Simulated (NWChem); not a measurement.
**CuSH (SMILES [SH][Cu]) at PBE0/aug-pcseg-0**

Aim: the vertical ionisation energy of CuSH at PBE0/aug-pcseg-0, from 2 runs. 

Program for the calculation: NWChem 7.3.0.

3 further runs of the same task are left out: 2 that didn't finish, 1 set aside as unsound or not needed.

## (1) The structure to begin with

CuSH: 3 atoms, total charge 0, spin state singlet. As SMILES, `[SH][Cu]`. Geometry: relaxed at PBE0-D4/def2-TZVP.

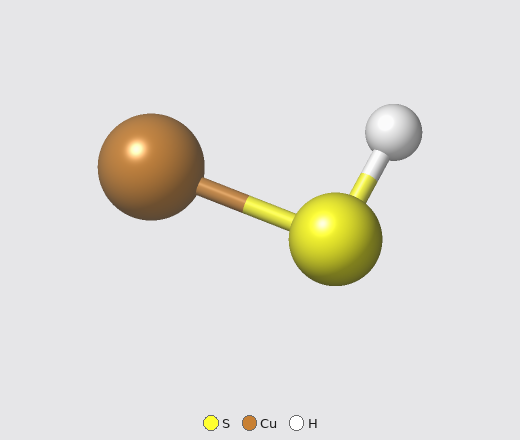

Viewed from a chosen angle; sulfur yellow, copper orange, hydrogen white.

## (2) The energy at PBE0/aug-pcseg-0

Input file job.nw:

```
echo
start job
title "CuHS PBE0"
memory total 2200 mb

geometry units angstroms noautosym nocenter noautoz
 S     -0.511900     0.570500    -0.230300
 Cu     1.309500     0.076500     0.729600
 H     -0.808400    -0.711800    -0.512600
end

basis spherical bse
 * library aug-pcseg-0
end

dft
 xc pbe0
 mult 1
 grid fine
 convergence energy 1e-08
 iterations 100
 mulliken
 noprint "final vectors analysis"
end

task dft
```

Launch:

```console
$ nwchem job.nw > job.out
```

Output:

```text
[...]
          Wavefunction type:  closed shell.
          No. of atoms     :     3
          No. of electrons :    46
[...]
          Charge           :     0
          Spin multiplicity:     1
[...]
          AO basis - number of functions:    53
[...]
              XC Information
              --------------
                         PBE0 Method XC Functional
                     Hartree-Fock (Exact) Exchange  0.250
          PerdewBurkeErnzerhof Exchange Functional  0.750
            Perdew 1991 LDA Correlation Functional  1.000 local
           PerdewBurkeErnz. Correlation Functional  1.000 non-local
[...]
 d= 0,ls=0.0,diis     1  -2034.7922466852 -2.16D+03  8.07D-02  2.23D+00     0.6
[...]
 d= 0,ls=0.5,diis    31  -2034.9430705507 -8.91D-09  2.10D-06  2.23D-08    13.0
         Total DFT energy =    -2034.943070555589
      One electron energy =    -3086.226277489289
           Coulomb energy =     1015.725380656234
    Exchange-Corr. energy =      -92.651057375246
 Nuclear repulsion energy =      128.208883652712
[...]
      Total Density - Mulliken Population Analysis
     ---------------------------------------------
    Atom       Charge   Shell Charges
 -----------   ------   -------------------------------------------------------
    1 S   16    16.32   2.00  2.00  1.10  0.82 -0.05  5.87  1.61  2.90  0.07
    2 Cu  29    28.76   2.00  2.00  1.99  0.42  0.19  0.00  5.99  5.47  0.68  0.05  6.59  2.94  0.42
    3 H    1     0.92   0.56  0.30  0.06
[...]
```

Wall time 14 s (1 thread of Intel Xeon Platinum 8375C at 2.90GHz (Ice Lake), shared host); peak memory 0.11 GiB.

## (3) The doublet cation at the same level

Input file m1.nw:

```
start m1
title "CuHS"
memory stack 880 mb heap 220 mb global 1100 mb
charge 1

geometry units angstrom noautosym nocenter noautoz
   S       -0.511900       0.570500      -0.230300
   Cu       1.309500       0.076500       0.729600
   H       -0.808400      -0.711800      -0.512600
end

basis spherical bse
   S library aug-pcseg-0
   Cu library aug-pcseg-0
   H library aug-pcseg-0
end

dft
   xc pbe0
   mult 2
   grid fine
   convergence energy 1e-08
   iterations 100
   mulliken
   print low
end

task dft
```

Launch:

```console
$ nwchem m1.nw > m1.out
```

Output:

```text
[...]
 d= 0,ls=0.0,diis     1  -2033.5880747766 -2.16D+03  1.47D-01  4.32D+00     1.0
[...]
 d= 0,ls=0.5,diis    32  -2034.6136998940 -7.27D-09  1.52D-07  1.77D-08    19.6
[...]
         Total DFT energy =    -2034.613699898014
      One electron energy =    -3073.427620492705
           Coulomb energy =     1002.991497956884
    Exchange-Corr. energy =      -92.386461014904
 Nuclear repulsion energy =      128.208883652712
[...]
      Total Density - Mulliken Population Analysis
     ---------------------------------------------
    Atom       Charge   Shell Charges
 -----------   ------   -------------------------------------------------------
    1 S   16    15.77   2.00  2.00  1.18  0.79 -0.06  5.87  1.58  2.50 -0.09
    2 Cu  29    28.41   2.00  2.00  1.99  0.33  0.07  0.00  5.99  5.48  0.67 -0.00  6.60  2.93  0.36
    3 H    1     0.82   0.55  0.22  0.05
[...]
      <S2> =      0.7531 (Exact =     0.7500)
[...]
```

Wall time 21 s (1 thread of Intel Xeon Platinum 8375C at 2.90GHz (Ice Lake), shared host); peak memory 0.11 GiB.

## (4) Results

At PBE0/aug-pcseg-0:

```
                                          quantity           value
                        singlet CuSH: total energy  -2034.94307 Eh
                       singlet CuSH: dipole moment          4.72 D
                      doublet cation: total energy  -2034.61370 Eh
                              doublet cation: ⟨S²⟩           0.753
vertical ionisation energy (to the doublet cation)        8.963 eV
```

What this shows: The vertical ionisation energy comes to 8.96 eV (865 kJ/mol).
